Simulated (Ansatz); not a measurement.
# CHF2 (difluoromethyl radical): levels of theory compared

Wanted: a comparison of 5 runs (U-r2SCAN/STO-3G, U-r2SCAN0/STO-3G, UBHLYP/STO-3G, RPA@PBE/STO-3G, UMP2/STO-3G) of CHF2 (difluoromethyl radical). 

Program for the calculation: Ansatz 0.2.0.

57 further runs of the same task are left out: 10 that didn't finish, 47 set aside as unsound or not needed.

## Step 1: The molecule

CHF2 has 4 atoms, charge 0, and is taken as a doublet. As SMILES, `F[CH]F`. The F3–C2 distance was set to 3.302 Å, away from the relaxed value. At this shape a bond of the SMILES string is far longer than usual.

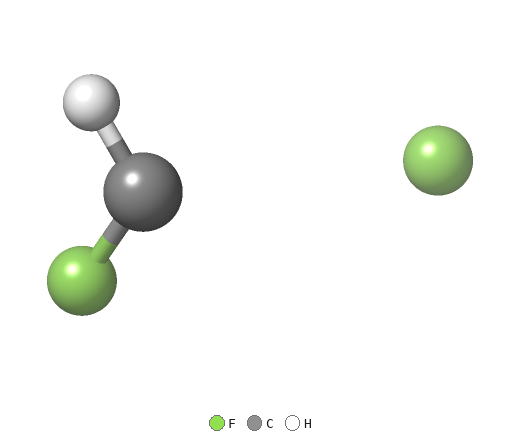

The structure, seen from a chosen angle (fluorine green, carbon grey, hydrogen white).

## Step 2: The energy at U-r2SCAN/STO-3G (run 1)

job.yaml reads:

```yaml
crystal:
  periodic: [false, false, false]
  atoms:
    - symbol: F
      position_ang: [-1.799948, 2.109893, 0.269298]
    - symbol: C
      position_ang: [-0.553148, 1.908693, 0.655398]
    - symbol: F
      position_ang: [0.433100, -1.166800, -0.029600]
    - symbol: H
      position_ang: [0.144752, 2.683993, 0.337898]
basis:
  gaussian:
    orbitals: STO-3G
magnetization:
  spin_polarized: true
  initial_magnetization: 1
hamiltonian:
  xc: r2scan
accuracy: high
```

The run is started by

```
$ ansatz run job.yaml --threads 1 --pin off --max-ram 2610MiB --events-out events.jsonl --progress --plain --runs-dir runs
```

Standard output:

```text
Warning: RAYON_NUM_THREADS=1 ignored (pool sized by the plan → 1); use --threads N
Functional definition: r2SCAN
  name "r2SCAN"
  parameter k0 = 0.174
  parameter k1 = 0.065
  parameter a1 = 4.9479
  exchange = r2scan_x(k0 = k0, k1 = k1, a1 = a1)
  correlation = r2scan_c
246 factors; integrals over basis functions are off by at most 3.3e-8 eV
mean field evaluation 1: about -6371.0604 eV, gradient 1.9e1 eV
mean field evaluation 2: about -5961.7427 eV, gradient 2.3e1 eV
mean field evaluation 4: about -6371.9520 eV, gradient 1.4e1 eV
mean field evaluation 8: about -6372.4707 eV, gradient 1.2e1 eV
mean field evaluation 16: about -6386.0000 eV, gradient 1.5e-1 eV
mean field evaluation 32: about -6372.2887 eV, gradient 1.2e1 eV
mean field evaluation 64: about -6386.0002 eV, gradient 1.1e-1 eV
mean field -6386.00086231 eV, -234.6812031029 hartree, gradient 1.7e-8 eV, S^2 1.331410; 6 other end points of the search recorded, 0 dependent functions left out
reference -6386.00086272 eV, -234.6812031181 hartree; 13, 12 occupied and 3, 4 virtual orbitals, 246 factors
Total energy: -6386.00086272 eV, -234.6812031181 hartree
```

Run time: 25 s. Hardware: 1 thread of Arm Neoverse V1, shared host; peak memory 0.19 GiB.

## Step 3: The energy at U-r2SCAN0/STO-3G (run 2)

molecule.yaml reads:

```yaml
crystal:
  periodic: [false, false, false]
  atoms:
    - {symbol: F, position_ang: [-1.799948, 2.109893, 0.269298]}
    - {symbol: C, position_ang: [-0.553148, 1.908693, 0.655398]}
    - {symbol: F, position_ang: [0.433100, -1.166800, -0.029600]}
    - {symbol: H, position_ang: [0.144752, 2.683993, 0.337898]}
basis:
  gaussian:
    orbitals: STO-3G
magnetization:
  spin_polarized: true
  initial_magnetization: 1
hamiltonian:
  xc: {name: r2SCAN0}
accuracy: high
```

The run is started by

```
$ ansatz run molecule.yaml --threads 1 --pin off --max-ram 2610MiB --events-out events.jsonl --progress --plain --runs-dir runs
```

Standard output, cut to the lines that bear on the results:

```text
Warning: RAYON_NUM_THREADS=1 ignored (pool sized by the plan → 1); use --threads N
Functional definition: r2SCAN0
  name "r2SCAN0"
[...]
246 factors; integrals over basis functions are off by at most 3.3e-8 eV
[...]
mean field -6386.01934944 eV, -234.6818824925 hartree, gradient 1.2e-8 eV, S^2 1.362627; 7 other end points of the search recorded, 0 dependent functions left out
reference -6386.01934976 eV, -234.6818825041 hartree; 13, 12 occupied and 3, 4 virtual orbitals, 246 factors
Total energy: -6386.01934976 eV, -234.6818825041 hartree
```

It took 38 s on 1 thread of Arm Neoverse V1, shared host; peak memory 0.2 GiB.

Runs 3 to 4 aren't shown in full; the table further down has their settings and results.

## Step 4: The energy at UMP2/STO-3G (run 5)

input.yaml reads:

```yaml
basis:
  gaussian: {orbitals: STO-3G}
crystal:
  periodic: [false, false, false]
  atoms:
    - symbol: F
      position_ang: [-1.799948, 2.109893, 0.269298]
    - symbol: C
      position_ang: [-0.553148, 1.908693, 0.655398]
    - symbol: F
      position_ang: [0.433100, -1.166800, -0.029600]
    - symbol: H
      position_ang: [0.144752, 2.683993, 0.337898]
accuracy: high
magnetization: {spin_polarized: true, initial_magnetization: 1}
correlation: {method: mp2, frozen_orbitals: {C: 1, F: 1, H: 0}}
```

The run is started by

```
$ ansatz run input.yaml --threads 1 --pin off --max-ram 2610MiB --events-out events.jsonl --progress --plain --runs-dir runs
```

Standard output, cut to the lines that bear on the results:

```text
Warning: RAYON_NUM_THREADS=1 ignored (pool sized by the plan → 1); use --threads N
Functional definition: HF
  name "HF"
[...]
246 factors; integrals over basis functions are off by at most 3.3e-8 eV
[...]
mean field -6364.31829390 eV, -233.8843834108 hartree, gradient 1.9e-8 eV, S^2 1.757529; 23 other end points of the search recorded, 0 dependent functions left out
3 core orbitals not correlated: weight in the atoms' cores, before any rotation towards them, 1.000 or more for the frozen orbitals, at most 0.000 for the correlated occupied ones
reference -6364.31829390 eV, -233.8843834108 hartree; 10, 9 occupied and 3, 4 virtual orbitals, 246 factors
second order -1.19253853 eV of doubles, -0.00000000 eV of singles
Total energy: -6365.51083243 eV, -233.9282083936 hartree
```

It took 0.85 s on 1 thread of Arm Neoverse V1, shared host.

## Step 5: The series

```tsv
run	level	frozen core orbitals	energy (Eh)	⟨S²⟩	wall time
1	U-r2SCAN/STO-3G	–	-234.681203	1.331	25 s
2	U-r2SCAN0/STO-3G	–	-234.681883	1.363	38 s
3	UBHLYP/STO-3G	–	-234.699097	1.291	11 s
4	RPA@PBE/STO-3G	3	-234.026236	1.255	10 s
5	UMP2/STO-3G	3	-233.928208	1.758	0.85 s
```

## Step 6: Results

| quantity | value |
| --- | --- |
| run 5: total energy | -233.92821 Eh |
| run 5: correlation energy (3 core orbitals frozen) | -43.8 mEh |
| run 5: ⟨S²⟩ of the reference determinant | 1.758 |

Totals of different functionals can't be ranked against each other. In runs 1, 2, 3, 4, 5 the basis is minimal, so the values are rough. Spin contamination of the reference: run 5 ⟨S²⟩ = 1.76, run 2 ⟨S²⟩ = 1.36, run 1 ⟨S²⟩ = 1.33, run 3 ⟨S²⟩ = 1.29, run 4 ⟨S²⟩ = 1.25. Where it is this large, the reference is a mixture of spin states, and values that rest on it are in doubt. All runs together took 85 s, the longest 38 s.
